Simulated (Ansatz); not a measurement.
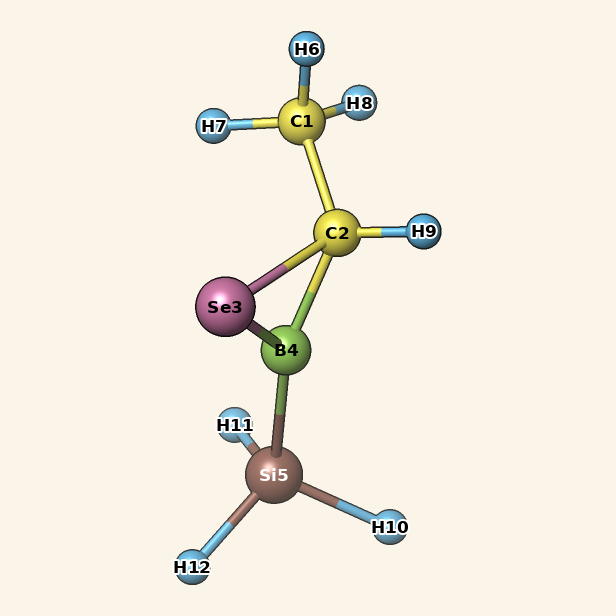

Atoms fade into the background with distance from the viewer. Computed geometry: PBE0-D4/def2-TZVP optimisation. No frequency run is at hand to confirm it as a minimum.

### Find the stereocentres and stereogenic double bonds.

Centres: C2.

### Give the R/S and E/Z labels.

C2: S (priorities Se3 > C1 > B4 > H9).

### Write the isomeric SMILES.

C[C@H]1[Se]B1[SiH3]
